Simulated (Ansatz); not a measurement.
Computed with PBE (plane waves to 420 eV, PAW; Ansatz, a program for electronic structure).

Host crystal: wurtzite GaN, with a band gap (PBE, scalar-relativistic without spin-orbit coupling).

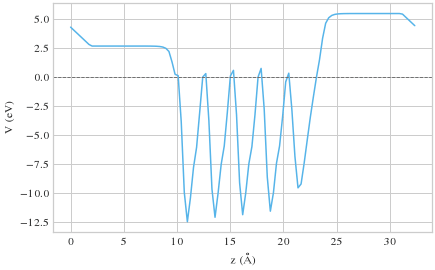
Figure: Plane-averaged electrostatic potential energy along the normal, in eV from the highest filled level, for the (0001) surface of wurtzite GaN (2x2 N adatom at H3; a constructed slab, bottom: 3 H on 4 bottom sites)

Slab: 44 atoms, 13.4 Å thick at the start with caps and adatoms (thin: gaps and levels are the slab's own); k 4x4x1, smearing 0.01 eV, dipole-corrected; 23 atoms held, the rest relaxed; start symmetry kept, larger cells not searched; no spin, no spin-orbit, no U.

Task: The surface cell has an area of 35.88 Å². What dipole along the normal does the step between the two vacuum levels imply?

Result: the top vacuum level lies 2.80 eV above the bottom one; p = −ε₀ A ΔV (ε₀ = 0.005526 e/(V·Å)) gives -0.56 e·Å a cell.
